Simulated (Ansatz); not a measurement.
**C2H5FO2Si: geometry optimisation**

What shape does C2H5FO2Si take? The plan is to relax it.

The runs use Ansatz 0.2.0, Gaussian basis; RKS PBE0-D4/def2-TZVP.

The runs, in order: relaxation at PBE-D4/def2-SVP; relaxation at PBE0-D4/def2-TZVP.

1 further run of the same task is left out (set aside as unsound or not needed).

## Step 1: The starting structure

SMILES `O[SiH]1CC(F)O1`, 11 atoms, charge 0, spin multiplicity 1.

Atoms are counted from 1 here; the program's logs count them from 0.

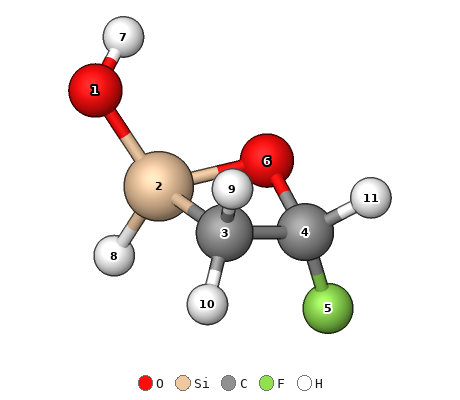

As it starts; oxygen red, silicon light orange, carbon grey, fluorine green, hydrogen white; atoms are numbered from 1 in the order of the file.

Geometry (Å):

| atom | x (Å) | y (Å) | z (Å) |
| --- | --- | --- | --- |
| O1 | -0.3113 | -2.2113 | -0.8761 |
| Si2 | 0.0390 | -0.5738 | -0.8629 |
| C3 | 0.7997 | 0.0982 | 0.6488 |
| C4 | -0.2691 | 1.1201 | 0.5953 |
| F5 | -0.0440 | 2.2984 | 0.0182 |
| O6 | -1.2199 | 0.3235 | -0.2494 |
| H7 | -1.2851 | -2.3471 | -0.8436 |
| H8 | 0.5339 | -0.0274 | -2.1724 |
| H9 | 0.8157 | -0.5416 | 1.5793 |
| H10 | 1.8268 | 0.5413 | 0.5805 |
| H11 | -0.8204 | 1.2626 | 1.6027 |

The start is a force-field geometry with small random shifts, so a cheaper pass at PBE-D4/def2-SVP comes first.

## Step 2: Geometry optimisation, PBE-D4/def2-SVP (cheap first pass)

The input, in.yaml:

```yaml
crystal:
  periodic: [false, false, false]
  atoms:
    - {symbol: O, position_ang: [-0.311300, -2.211300, -0.876100]}
    - {symbol: Si, position_ang: [0.039000, -0.573800, -0.862900]}
    - {symbol: C, position_ang: [0.799700, 0.098200, 0.648800]}
    - {symbol: C, position_ang: [-0.269100, 1.120100, 0.595300]}
    - {symbol: F, position_ang: [-0.044000, 2.298400, 0.018200]}
    - {symbol: O, position_ang: [-1.219900, 0.323500, -0.249400]}
    - {symbol: H, position_ang: [-1.285100, -2.347100, -0.843600]}
    - {symbol: H, position_ang: [0.533900, -0.027400, -2.172400]}
    - {symbol: H, position_ang: [0.815700, -0.541600, 1.579300]}
    - {symbol: H, position_ang: [1.826800, 0.541300, 0.580500]}
    - {symbol: H, position_ang: [-0.820400, 1.262600, 1.602700]}
basis:
  gaussian: {orbitals: def2-SVP}
hamiltonian: {xc: pbe, dispersion: d4}
relax: {f_tol: 0.03, max_steps: 200}
```

Run with:

```sh
ansatz run in.yaml --threads 4 --pin off --events-out ev --progress --plain --max-ram 10444MiB
```

The program printed (excerpt; [...] marks lines left out):

```text
Functional definition: PBE
  name "PBE"
  cite "Perdew, Burke & Ernzerhof, Phys. Rev. Lett. 77, 3865 (1996) doi:10.1103/PhysRevLett.77.3865"
  parent pbe
[...]
1236 factors; their error is unknown
[...]
mean field -16822.07641155 eV, -618.1999057114 hartree, gradient 1.1e-5 eV, S^2 0.000000; 0 other end points of the search recorded, 0 dependent functions left out
[...]
reference -16822.07644391 eV, -618.1999069009 hartree; 28, 28 occupied and 85, 85 virtual orbitals, 1236 factors
relax step   1: F+E_penalty+E_count = -16822.31005598 eV  Δ(F+E_penalty+E_count) = +0.000e0 eV  max|allowed force component| = 3.887e0 eV/Å  Δτ_max = 0.0000 Å  (32 SCF iters, accepted)
[...]
relax step   4: F+E_penalty+E_count = -16822.80911232 eV  Δ(F+E_penalty+E_count) = +1.823e-2 eV  max|allowed force component| = 1.106e0 eV/Å  Δτ_max = 0.1902 Å  (36 SCF iters, rejected (line search))
[...]
relax step   7: F+E_penalty+E_count = -16822.89867984 eV  Δ(F+E_penalty+E_count) = -1.582e-2 eV  max|allowed force component| = 9.171e-1 eV/Å  Δτ_max = 0.1465 Å  (29 SCF iters, accepted)
[...]
relax step  10: F+E_penalty+E_count = -16822.94162707 eV  Δ(F+E_penalty+E_count) = -9.948e-3 eV  max|allowed force component| = 1.197e-1 eV/Å  Δτ_max = 0.0725 Å  (30 SCF iters, accepted)
[...]
relax step  12: F+E_penalty+E_count = -16822.94264608 eV  Δ(F+E_penalty+E_count) = -2.040e-4 eV  max|allowed force component| = 1.926e-2 eV/Å  Δτ_max = 0.0060 Å  (33 SCF iters, accepted)
1236 factors; their error is unknown
mean field -16822.71247042 eV, -618.2232804440 hartree, gradient 2.6e-5 eV, S^2 0.000000; 1 other end points of the search recorded, 0 dependent functions left out
[...]
reference -16822.71250198 eV, -618.2232816036 hartree; 28, 28 occupied and 85, 85 virtual orbitals, 1236 factors
Total energy: -16822.94267764 eV, -618.2317404031 hartree
Atom 0 at    -0.522960    -2.101083    -1.101615 Å, force     0.006997     0.011059    -0.007012 eV/Å
Atom 1 at     0.024368    -0.533462    -0.969291 Å, force     0.000568    -0.011303     0.004915 eV/Å
Atom 2 at     0.824022     0.101553     0.624821 Å, force     0.012061     0.006603    -0.014178 eV/Å
Atom 3 at    -0.372900     1.083909     0.616352 Å, force    -0.019262    -0.003358     0.015945 eV/Å
Atom 4 at     0.048674     2.367484     0.326910 Å, force     0.004742    -0.005677    -0.003310 eV/Å
Atom 5 at    -1.173302     0.589577    -0.448872 Å, force     0.007753     0.007327     0.000643 eV/Å
Atom 6 at    -1.037188    -2.442525    -0.349133 Å, force    -0.003950    -0.003970     0.007392 eV/Å
Atom 7 at     0.640358    -0.269045    -2.302257 Å, force    -0.001223    -0.001409    -0.003877 eV/Å
Atom 8 at     0.803572    -0.606789     1.476452 Å, force    -0.006111    -0.000838     0.000692 eV/Å
Atom 9 at     1.806065     0.610119     0.594886 Å, force    -0.001842     0.000442     0.001127 eV/Å
Atom 10 at    -0.975409     1.143163     1.552148 Å, force     0.000266     0.001122    -0.002338 eV/Å
Dipole moment:     0.114613    -0.426891     0.399409 e Å
```

Run time: 17 s. Hardware: 4 threads of Arm Neoverse V1, shared host.

Relaxation path: (the energy doesn't fall at every step)

| step | energy from step 1 (eV) | largest force component (eV/Å) |
| --- | --- | --- |
| 1 | 0.0000 | 3.8867 |
| 2 | -0.4180 | 1.6896 |
| 3 | -0.5173 | 0.6390 |
| 4 | -0.4991 | 1.1064 |
| 5 | -0.5566 | 0.1096 |
| 6 | -0.5728 | 0.1440 |
| 7 | -0.5886 | 0.9171 |
| 8 | -0.6216 | 0.2626 |
| 9 | -0.5892 | 0.5795 |
| 10 | -0.6316 | 0.1197 |
| 11 | -0.6324 | 0.0575 |
| 12 | -0.6326 | 0.0193 |

Distances of close pairs at the start and the end, largest changes first:

| bond | before (Å) | after (Å) | change (Å) |
| --- | --- | --- | --- |
| C4–O6 | 1.501 | 1.421 | -0.080 |
| Si2–C3 | 1.821 | 1.893 | +0.072 |
| C3–C4 | 1.480 | 1.548 | +0.069 |
| Si2–O6 | 1.663 | 1.722 | +0.059 |
| C4–F5 | 1.331 | 1.382 | +0.050 |
| C4–H11 | 1.157 | 1.115 | -0.043 |
| C3–H9 | 1.129 | 1.108 | -0.021 |
| C3–H10 | 1.121 | 1.106 | -0.014 |

## Step 3: Relaxation at PBE0-D4/def2-TZVP

The input, in.yaml:

```yaml
crystal:
  periodic: [false, false, false]
  atoms:
    - {symbol: O, position_ang: [-0.522960, -2.101083, -1.101615]}
    - {symbol: Si, position_ang: [0.024368, -0.533462, -0.969291]}
    - {symbol: C, position_ang: [0.824022, 0.101553, 0.624821]}
    - {symbol: C, position_ang: [-0.372900, 1.083909, 0.616352]}
    - {symbol: F, position_ang: [0.048674, 2.367484, 0.326910]}
    - {symbol: O, position_ang: [-1.173302, 0.589577, -0.448872]}
    - {symbol: H, position_ang: [-1.037188, -2.442525, -0.349133]}
    - {symbol: H, position_ang: [0.640358, -0.269045, -2.302257]}
    - {symbol: H, position_ang: [0.803572, -0.606789, 1.476452]}
    - {symbol: H, position_ang: [1.806065, 0.610119, 0.594886]}
    - {symbol: H, position_ang: [-0.975409, 1.143163, 1.552148]}
basis:
  gaussian: {orbitals: def2-TZVP}
hamiltonian: {xc: pbe0, dispersion: d4}
relax: {f_tol: 0.005, max_steps: 150}
```

Launched as before.

The program printed (excerpt; [...] marks lines left out):

```text
Functional definition: PBE0
  name "PBE0"
  cite "Adamo & Barone, J. Chem. Phys. 110, 6158 (1999) doi:10.1063/1.478522"
  cite "Perdew, Burke & Ernzerhof, Phys. Rev. Lett. 77, 3865 (1996) doi:10.1103/PhysRevLett.77.3865"
  parent pbe
[...]
1306 factors; their error is unknown
[...]
mean field -16837.40663195 eV, -618.7632809199 hartree, gradient 1.7e-5 eV, S^2 0.000000; 0 other end points of the search recorded, 0 dependent functions left out
[...]
reference -16837.40666133 eV, -618.7632819997 hartree; 28, 28 occupied and 194, 194 virtual orbitals, 1306 factors
relax step   1: F+E_penalty+E_count = -16837.59944343 eV  Δ(F+E_penalty+E_count) = +0.000e0 eV  max|allowed force component| = 1.068e0 eV/Å  Δτ_max = 0.0000 Å  (30 SCF iters, accepted)
[...]
Atom 1 at     0.020413    -0.527039    -0.955193 Å, force    -0.000192     0.001571     0.001651 eV/Å
Atom 2 at     0.824888     0.096666     0.614008 Å, force    -0.002512    -0.001449     0.002249 eV/Å
Atom 3 at    -0.369890     1.062945     0.610453 Å, force     0.000911    -0.001454    -0.001939 eV/Å
Atom 4 at     0.037135     2.346672     0.351729 Å, force    -0.000094     0.001916     0.000931 eV/Å
Atom 5 at    -1.135575     0.589173    -0.473080 Å, force     0.001126     0.000366    -0.000149 eV/Å
Atom 6 at    -1.044931    -2.415559    -0.342196 Å, force    -0.000084     0.001139     0.001939 eV/Å
Atom 7 at     0.638112    -0.272177    -2.271346 Å, force     0.000087     0.000295    -0.000027 eV/Å
Atom 8 at     0.814672    -0.589372     1.461357 Å, force     0.000637     0.000052     0.000035 eV/Å
Atom 9 at     1.784644     0.607779     0.571003 Å, force     0.000518     0.000504    -0.001932 eV/Å
Atom 10 at    -0.978683     1.102218     1.518088 Å, force    -0.000506    -0.000199    -0.000015 eV/Å
Dipole moment:     0.104565    -0.443322     0.412958 e Å
```

Run time: 33 s. Hardware: 4 threads of Arm Neoverse V1, shared host; peak memory 0.61 GiB.

The steps of the relaxation:

| step | energy from step 1 (eV) | largest force component (eV/Å) |
| --- | --- | --- |
| 1 | 0.0000 | 1.0677 |
| 2 | -0.0647 | 0.5691 |
| 3 | -0.0842 | 0.0658 |
| 4 | -0.0848 | 0.0531 |
| 5 | -0.0856 | 0.0453 |
| 6 | -0.0858 | 0.0165 |
| 7 | -0.0858 | 0.0069 |
| 8 | -0.0858 | 0.0027 |

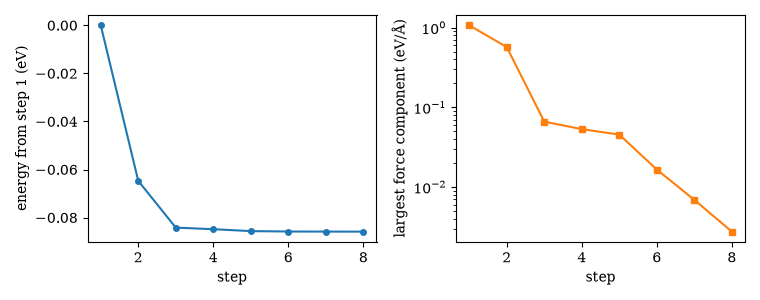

Energy and force, step by step.

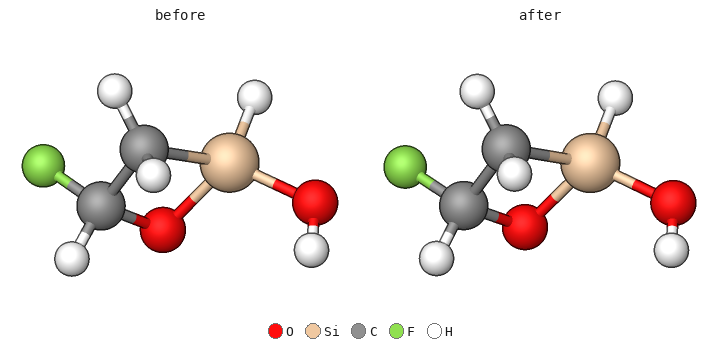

Before and after, at one scale.

Close pairs (by a distance rule), those that changed most:

| bond | before (Å) | after (Å) | change (Å) |
| --- | --- | --- | --- |
| Si2–O6 | 1.722 | 1.678 | -0.045 |
| O1–Si2 | 1.666 | 1.629 | -0.036 |
| Si2–C3 | 1.893 | 1.870 | -0.023 |
| C4–H11 | 1.115 | 1.094 | -0.021 |
| C3–H10 | 1.106 | 1.088 | -0.018 |
| C3–H9 | 1.108 | 1.090 | -0.018 |
| Si2–H8 | 1.492 | 1.476 | -0.016 |
| O1–H7 | 0.973 | 0.959 | -0.015 |

Mulliken charges at the end point, from the run's report:

| atom | value (e) |
| --- | --- |
| O1 | -0.51 |
| Si2 | 0.56 |
| C3 | -0.41 |
| C4 | 0.27 |
| F5 | -0.21 |
| O6 | -0.35 |
| H7 | 0.33 |
| H8 | -0.03 |
| H9 | 0.13 |
| H10 | 0.14 |
| H11 | 0.08 |

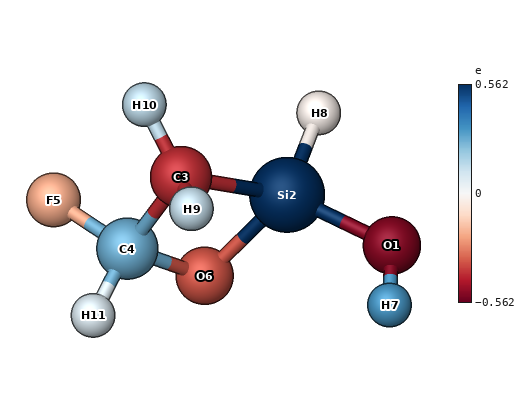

Mulliken charges at the end point, from the run's report, as colours on the atoms.

## Step 4: Outcome

| quantity | value |
| --- | --- |
| point group | C1 |
| steps | 12 + 8 |
| shift from the start (rms) | 0.278 Å |
| total energy | -16837.6853 eV |
| dispersion term | -195 meV |
| dipole moment | 2.95 D |

What this shows: The atoms moved 0.28 Å (rms) from the start; the bond that changed most is C4–O6, from 1.501 to 1.409 Å. No vibrations were run, so it is not proven to be a minimum. The largest Mulliken charge, +0.56 e, sits on Si2.
